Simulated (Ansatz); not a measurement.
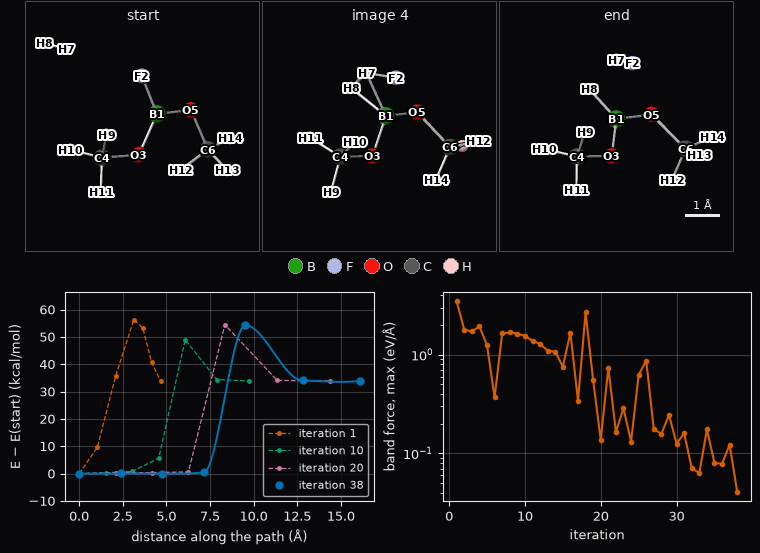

A search for the minimum-energy path of C2H8BFO2, made up of C2H6BFO2 and H2 by the nudged elastic band. Images are numbered from 0 (start) to 6 (end). The plot follows the band through its iterations. The picture is a ball-and-stick view, seen at a tilt.

All numbers below come from Ansatz 0.2.0, RKS revPBE-D4/6-31G*. Settings: 5 movable images; climbing image; force threshold 0.05 eV/Å; iteration limit 60; starting path through a guess of the saddle point.

**Judge this run.**

The result is final at these settings. The band converged in 38 iterations. The largest component of the band force went from 3.5 to 0.041 eV/Å. The climbing image converged on the top of the path. Its vibrational analysis gives one imaginary mode (1012i cm⁻¹), as a transition state must have. The first iteration put the highest image at 56.4 kcal/mol. The energy climbs by 54.3 kcal/mol to image 4 and then falls by 20.4 kcal/mol, so the end point sits at +33.9 kcal/mol.

Limits of the set-up: the start holds two separate molecules, 2.5 Å apart at their closest, whose relative position is a soft coordinate.
